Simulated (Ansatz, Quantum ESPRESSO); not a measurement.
**SrCl2 (Fm-3m): from Born charge to LO-TO splitting**

Wanted: the LO mode of SrCl2 (Fm-3m) from the TO mode and the field response.

Main program and level: Quantum ESPRESSO 7.5; DFT PBE, scalar-relativistic, plane waves, GBRV ultrasoft pseudopotentials.

## Step 1: The relaxed structure

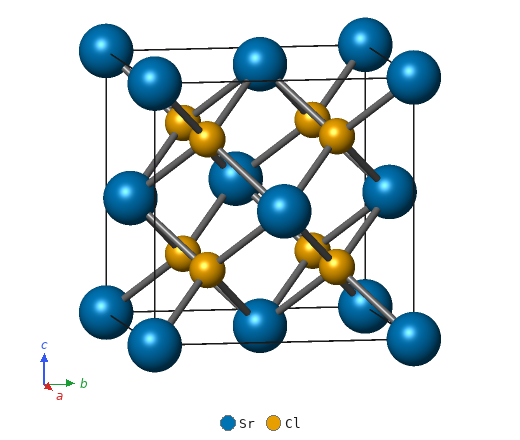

The cell as given, slightly off an axis (strontium blue, chlorine orange). This picture shows the conventional cell, with its axes. Some periodic images of atoms are drawn too.

As a file:

```xyz
3
Lattice="-3.5196 0.0000 3.5196 0.0000 3.5196 3.5196 -3.5196 3.5196 0.0000" Properties=species:S:1:pos:R:3 pbc="T T T"
Sr    0.0000    0.0000    0.0000
Cl   -5.2794    5.2794    5.2794
Cl   -1.7598    1.7598    1.7598
```

This is the cell after its relaxation at this level of theory, not the database cell from which that began.

## Step 2: What the response run gave

A linear-response run on the relaxed cell, with the response to an electric field; only its zone-centre results are used. Cutoff 40 Ry, k mesh 6×6×6.

The program printed:

```text
[banners, grids, parts of the stress and lines that vanish by symmetry left out]
Program PHONON v.7.5
     Reading xml data from directory:

[...]
Exchange-correlation= PBE
                           (   1   4   3   4   0   0   0)
[...]
kinetic-energy cut-off    =      40.0000  Ry
     charge density cut-off    =     240.0000  Ry
     convergence threshold     =      1.0E-18
[...]
Exchange-correlation= PBE
                           (   1   4   3   4   0   0   0)
[...]
q = (   0.0000000   0.0000000   0.0000000 )
     49 Sym.Ops. (with q -> -q+G )
     G cutoff = 1075.7255  (  36853 G-vectors)     FFT grid: ( 48, 48, 48)
     G cutoff =  717.1504  (  20107 G-vectors)  smooth grid: ( 40, 40, 40)
     number of k points=    16
[...]
Mode symmetry, O_h (m-3m)  point group:
[...]
Dielectric constant
[...]
End of electric fields calculation
          Dielectric constant in cartesian axis
          (       2.880697984      -0.000000000       0.000000000 )
          (      -0.000000000       2.880697984       0.000000000 )
          (       0.000000000       0.000000000       2.880697984 )
          Effective charges (d Force / dE) in cartesian axis without acoustic sum rule applied (asr)
           atom    1  Sr    Mean Z*:        2.49648
      Ex  (        2.49648        0.00000        0.00000 )
      Ey  (        0.00000        2.49648       -0.00000 )
      Ez  (       -0.00000       -0.00000        2.49648 )
           atom    2  Cl    Mean Z*:       -1.24944
      Ex  (       -1.24944        0.00000        0.00000 )
      Ey  (        0.00000       -1.24944       -0.00000 )
      Ez  (        0.00000       -0.00000       -1.24944 )
           atom    3  Cl    Mean Z*:       -1.24944
      Ex  (       -1.24944        0.00000        0.00000 )
      Ey  (        0.00000       -1.24944       -0.00000 )
      Ez  (        0.00000        0.00000       -1.24944 )
          Effective charges Sum: Mean:       -0.00239
[...]
Effective charges (d Force / dE) in cartesian axis with asr applied:
           atom    1  Sr    Mean Z*:        2.49728
[...]
atom    2  Cl    Mean Z*:       -1.24864
[...]
atom    3  Cl    Mean Z*:       -1.24864
[...]
Representation #   1 modes #   1   2   3
[...]
End of self-consistent calculation
     Convergence has been achieved
     Representation #   2 modes #   4   5   6
[...]
End of self-consistent calculation
     Convergence has been achieved
     Representation #   3 modes #   7   8   9
[...]
End of self-consistent calculation
     Convergence has been achieved
[...]
Dielectric constant in cartesian axis
          (       2.880697984      -0.000000000       0.000000000 )
          (      -0.000000000       2.880697984       0.000000000 )
          (       0.000000000       0.000000000       2.880697984 )
          Effective charges (d Force / dE) in cartesian axis without acoustic sum rule applied (asr)
           atom    1  Sr    Mean Z*:        2.49648
      Ex  (        2.49648        0.00000        0.00000 )
      Ey  (        0.00000        2.49648       -0.00000 )
      Ez  (       -0.00000       -0.00000        2.49648 )
           atom    2  Cl    Mean Z*:       -1.24944
      Ex  (       -1.24944        0.00000        0.00000 )
      Ey  (        0.00000       -1.24944       -0.00000 )
      Ez  (        0.00000       -0.00000       -1.24944 )
           atom    3  Cl    Mean Z*:       -1.24944
      Ex  (       -1.24944        0.00000        0.00000 )
      Ey  (        0.00000       -1.24944       -0.00000 )
      Ez  (        0.00000        0.00000       -1.24944 )
          Effective charges Sum: Mean:       -0.00239
[...]
Effective charges (d Force / dE) in cartesian axis with asr applied:
           atom    1  Sr    Mean Z*:        2.49728
[...]
atom    2  Cl    Mean Z*:       -1.24864
[...]
atom    3  Cl    Mean Z*:       -1.24864
[...]
q = (    0.000000000   0.000000000   0.000000000 )
[...]
freq (    1) =       0.068103 [THz] =       2.271675 [cm-1]
     freq (    2) =       0.068103 [THz] =       2.271675 [cm-1]
     freq (    3) =       0.068103 [THz] =       2.271675 [cm-1]
     freq (    4) =       3.771801 [THz] =     125.813731 [cm-1]
     freq (    5) =       3.771801 [THz] =     125.813731 [cm-1]
     freq (    6) =       3.771801 [THz] =     125.813731 [cm-1]
     freq (    7) =       5.126391 [THz] =     170.997990 [cm-1]
     freq (    8) =       5.126391 [THz] =     170.997990 [cm-1]
     freq (    9) =       5.126391 [THz] =     170.997990 [cm-1]
[...]
Mode symmetry, O_h (m-3m)  point group:
     freq (   1-   3) =          2.3  [cm-1]   --> T_1u G_15  G_4- I
     freq (   4-   6) =        125.8  [cm-1]   --> T_1u G_15  G_4- I
     freq (   7-   9) =        171.0  [cm-1]   --> T_2g G_25' G_5+ R

   JOB DONE.
```

| quantity | value |
| --- | --- |
| cell volume Ω (Å³) | 87.200 |
| mass of Sr (u) | 87.620 |
| mass of Cl (u) | 35.450 |
| Born charge of Sr, raw (e) | 2.497 |
| Born charge of Cl, raw (e) | -1.249 |
| ε∞ | 2.881 |
| ω(TO) after the sum rule (cm⁻¹) | 125.8 |

## Step 3: The calculation

The charges must sum to zero over the cell; taking off their mean, -0.001 e, leaves Z* = 2.497 e on Sr. In the polar mode Sr moves against the two Cl, so the reduced mass is μ = 87.62 × 70.90 / 158.52 = 39.189 u.

A longitudinal wave builds up a field that adds to the restoring force: ω(LO)² = ω(TO)² + 4π Z*² / (μ Ω ε∞), in Hartree atomic units. With μ = 71437 electron masses and Ω = 588.46 bohr³ the second term is 6.4714e-07 Ha², or 31172 cm⁻² (1 Ha = 219474.6 cm⁻¹).

So ω(LO) = √(15826 + 31172) = 216.8 cm⁻¹, and by the Lyddane-Sachs-Teller relation ε₀ = ε∞ (ω(LO)/ω(TO))² = 8.55.

## Step 4: Check against the program

The analysis program adds the same non-analytic term to the full matrix, here for q along (1 0 0).

The program printed:

```text
[banners, grids, parts of the stress and lines that vanish by symmetry left out]
[banner, memory and clock lines left out]
Program DYNMAT v.7.5

     Reading Dynamical Matrix from file g.dyn
     ...Force constants read
     ...epsilon and Z* read

     Polarizability (A^3 units)
     multiply by 0.614666 for Clausius-Mossotti correction
        13.050512   -0.000000    0.000000
        -0.000000   13.050512    0.000000
         0.000000    0.000000   13.050512

     IR activities are in (D/A)^2/amu units

# mode   [cm-1]    [THz]      IR
    1     -0.00   -0.0000    0.0000
    2      0.00    0.0000    0.0000
[...]
8    171.02    5.1272    0.0000
    9    216.79    6.4993    3.6714

[end of the log left out, with the tail of the file of modes that dynmat.x writes under the same name]
```

ε₀ comes from the program's run without a direction of q.

| quantity | by hand | program |
| --- | --- | --- |
| ω(LO) (cm⁻¹) | 216.8 | 216.8 |
| ε₀ | 8.55 | 8.55 |

## Step 5: Results

* TO mode: 125.8 cm⁻¹
* LO mode: 216.8 cm⁻¹
* static dielectric constant: 8.555

**Reading.** The LO mode of SrCl2 (Fm-3m) lies at 217 cm⁻¹, 91 cm⁻¹ above the TO mode; the formula meets the program within 0.1 cm⁻¹, as it must for a cubic crystal with one polar mode. ω(LO)² − ω(TO)² goes with Z*²/ε∞: an error of 5 % in ε∞ would move the LO mode by 3.5 cm⁻¹, and semilocal functionals tend to overestimate ε∞. These are harmonic values at zero temperature, at the volume of this functional, for the structure held cubic; stability elsewhere in the zone is no part of this calculation.

[Host names and launcher messages were left out of these logs when they were recorded.]

[Logs are printed without paths, hosts, clocks, repeated set-up lines and the standing remarks that a program may print on its own settings, such as how far it seeks lower states.]

[Hosts, paths, dates, database ids (printed as entryN), source tags and the programs' standing remarks are cut or masked in the printed files.]
